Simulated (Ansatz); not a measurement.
Starting cell, ZnS (zinc blende):

```
CELL_PARAMETERS angstrom
      0.00000     5.44344     5.44344
      2.72172     2.72172     5.44344
      2.72172     2.72172     0.00000
ATOMIC_POSITIONS crystal
  S  0.00000 0.75000 0.75000
  S  0.50000 0.75000 0.75000
  Zn 0.00000 0.00000 0.00000
  Zn 0.50000 0.00000 0.00000
```

A phonon eigenvector at X = (0.5, 0.5, 0.0) is frozen into this cell: atom i moves by Q times the vector below, so Q is the largest atomic displacement, in Å. The cell is held. It is one choice among 2 degenerate patterns. (q is in reciprocal vectors of the primitive cell; the cell shown is doubled to hold the pattern.)

```
atom       x       y      z
----  ------  ------  -----
S1    -0.607   0.000  0.000
S2     0.607   0.000  0.000
Zn3    0.000  -1.000  0.000
Zn4    0.000   1.000  0.000
```

All values below come from PBE (plane waves to 420 eV, PAW, scalar-relativistic; Ansatz, a quantum-chemistry and plane-wave program). k mesh 10×10×10 (Γ-centred), Fermi-Dirac smearing 0.05 eV. Energies are smeared free energies. ZnS was relaxed with its symmetry unable to fall. The zero of ΔE is the undisplaced structure.

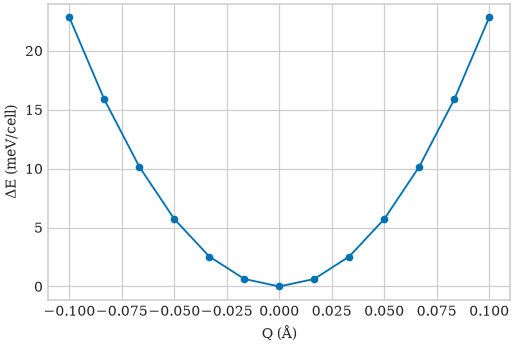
Fig. 1. ΔE (meV/cell) against Q (Å); computed points joined by lines.

Q: What is the energy change at Q = 0.100 Å?

A: About 23 meV/cell.

Q: What harmonic wavenumber does the curvature at Q = 0 give?

A: About 90 cm⁻¹.

(For displaced atoms, the force is minus the slope of the energy, and its curvature is a force constant, which sets phonon frequencies.)
